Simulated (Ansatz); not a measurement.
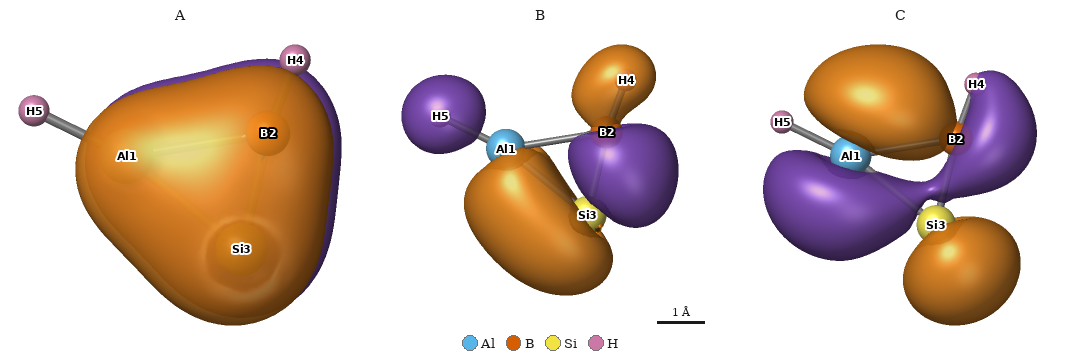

Figure. AlBH2Si (SMILES [BH]1[AlH][Si]1). Three frontier orbitals at ±0.08 Å⁻³ᐟ² (orange and purple are the two phases), in no order.

Geometry: PBE0-D3(BJ)/def2-SVP.

All numbers below come from isolated molecule in a Gaussian basis; Kohn-Sham density functional theory, functional PBE0 (Ansatz 0.2.0).

Input

```
crystal:
  periodic: [false, false, false]
  atoms:
    - {symbol: Al, position_ang: [-1.807291, -0.453329, -0.755527]}
    - {symbol: B, position_ang: [-0.855762, -1.410292, 0.994282]}
    - {symbol: Si, position_ang: [-2.663645, -1.197013, 1.217512]}
    - {symbol: H, position_ang: [0.331349, -1.614225, 0.988923]}
    - {symbol: H, position_ang: [-1.550192, 0.154427, -2.197834]}
basis:
  gaussian:
    orbitals: def2-TZVPD
output: {forces: true, orbitals: {seedname: orbitals}}
hamiltonian:
  xc: pbe0
```

Launched as:

```sh
ansatz run input.yaml --threads 1 --pin off --max-ram 2610MiB --events-out events.jsonl --progress --plain --runs-dir runs
```

Which picture is the HOMO−1, the HOMO and the LUMO?

Answer. B is the HOMO−1 (−7.31 eV). By Hirshfeld shares it lies mainly on Si3 (about 45 %), B2 (about 25 %) and Al1 (about 20 %); it is symmetric in the molecular plane (an in-plane orbital: σ, lone-pair or in-plane π type). A is the HOMO (−6.21 eV). It lies mainly on Si3 (about 40 %), B2 (about 30 %) and Al1 (about 25 %); it changes sign across the molecular plane (π type); π-bonding across Al1–B2, Al1–Si3 and B2–Si3. C is the LUMO (−2.96 eV). By Hirshfeld shares it lies mainly on Al1 (about 40 %), Si3 (about 35 %) and B2 (about 20 %); it is symmetric in the molecular plane (an in-plane orbital: σ, lone-pair or in-plane π type).

What is the HOMO–LUMO gap?

Answer. 3.25 eV between the orbital energies.
